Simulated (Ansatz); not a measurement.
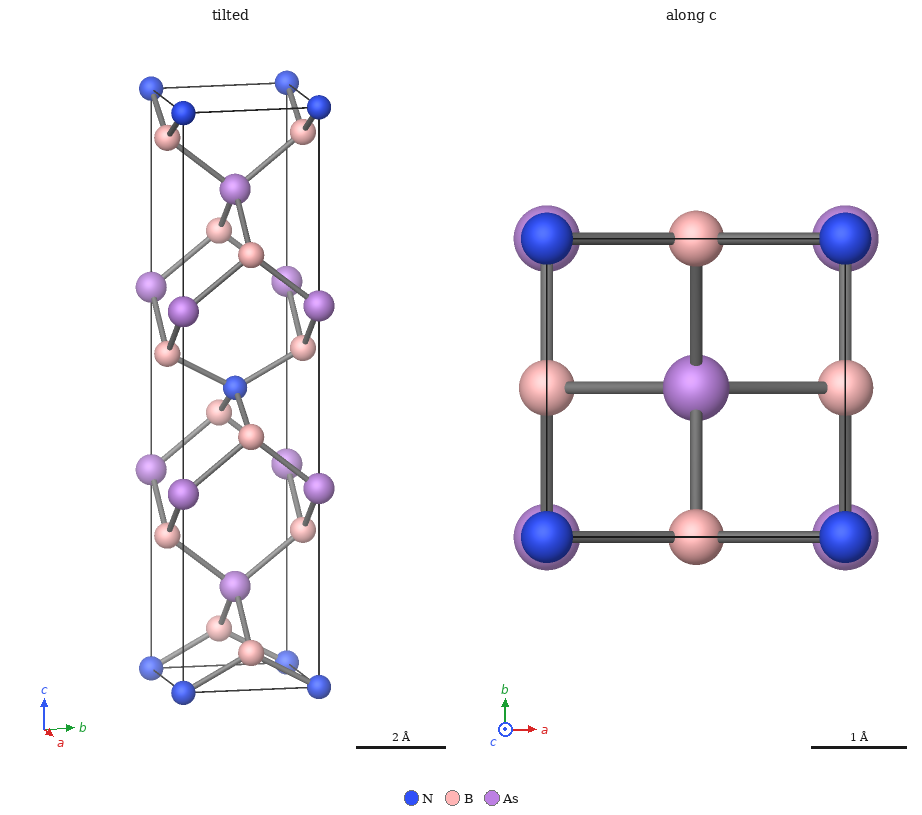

Ball-and-stick drawing of the structure, looking slightly off an axis and along the c axis. The conventional unit cell is drawn as a box.

B$_{3}$As$_{2}$N, space group I-4m2 (No. 119), a = 3.141 Å, b = 3.141 Å, c = 13.282 Å, α = 90.00°, β = 90.00°, γ = 90.00°. The initial geometry was a structure type filled with these elements by a generator (whether the compound takes this form wasn't checked). Earlier steps of the study, as a rule a relaxation of our own, may have changed the cell and positions, so they can lie some per cent off the listed ones. An electronic-structure calculation with Ansatz was run on it.

This one geometry was computed with Ansatz (DFT, plane waves, PAW) at five levels of theory: PBE with spin-orbit coupling, HSE06, PBE, PBE0 and r2SCAN. It was relaxed beforehand with r2SCAN.

Which level gives the highest pressure at this volume, and what does that say about its equilibrium volume?

Highest: PBE with spin-orbit coupling (2.4 GPa) and PBE (2.4 GPa), which points to the largest equilibrium volume. Lowest, with the smallest volume: HSE06 (-1.9 GPa) and PBE0 (-1.9 GPa). Levels within 0.5 GPa of each other can't be told apart.

How does the band gap change with the level of theory?

PBE with spin-orbit coupling: a gap of 0.10 eV, direct; PBE: a gap of 0.18 eV, direct; r2SCAN: a gap of 0.38 eV, direct; HSE06: a gap of 0.92 eV, direct; PBE0: a gap of 1.61 eV, direct.

Collect the results in a table.

| level | cutoff (eV) | k-mesh of the run's cell | gap (eV) | pressure (GPa) |
| --- | --- | --- | --- | --- |
| PBE with spin-orbit coupling | 420 | 12×12×12 | 0.10 | 2.4 |
| HSE06 | 420 | 6×6×6 | 0.92 | -1.9 |
| PBE | 420 | 12×12×12 | 0.18 | 2.4 |
| PBE0 | 420 | 6×6×6 | 1.61 | -1.9 |
| r2SCAN | 500 | 12×12×12 | 0.38 | 0.0 |

Gaps are taken on the k-mesh or band path of each run.
